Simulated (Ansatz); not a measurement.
```
Tl Rh
1.0
     2.96353    0.00000    0.00000
    -1.48176    2.56649    0.00000
     0.00000    0.00000   14.10359
Tl Rh
2 4
Direct
  0.00000 0.00000 0.00000
  0.00000 0.00000 0.50000
  0.33333 0.66667 0.83923
  0.33333 0.66667 0.66077
  0.66667 0.33333 0.16077
  0.66667 0.33333 0.33923
```

Space group P6₃/mmc; a structure generated by program, which may or may not match a known phase; the program warned that a starting moment wasn't kept; spin-polarised, but the moments vanished.

Level of theory: Ansatz 0.2.0, DFT PBE, scalar-relativistic, plane waves, PAW.

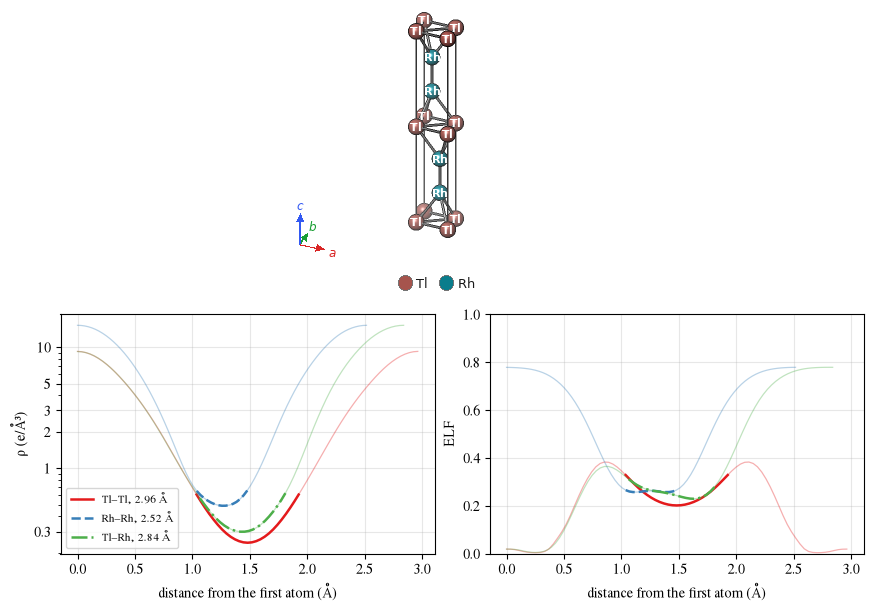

TlRh$_{2}$. Valence electron density and ELF along straight lines between neighbouring atoms. Thin, pale parts lie inside the atomic spheres. The structure is drawn too.

In a PAW calculation such maps are meaningful between the atoms, not at the nuclei.

**Compare the contacts.**

Tl–Tl (2.96 Å): ρ at the midpoint is about 0.24 e/Å³; the ELF is about 0.20 at the midpoint (no localised pair shows between them).
Rh–Rh (2.52 Å): ρ at the midpoint is about 0.49 e/Å³; the ELF is about 0.25 at the midpoint; no shared electron pair shows on this line.
Tl–Rh (2.84 Å): the density is about 0.3 e/Å³ at the midpoint; the ELF is about 0.25 at the midpoint; no shared electron pair shows on this line.
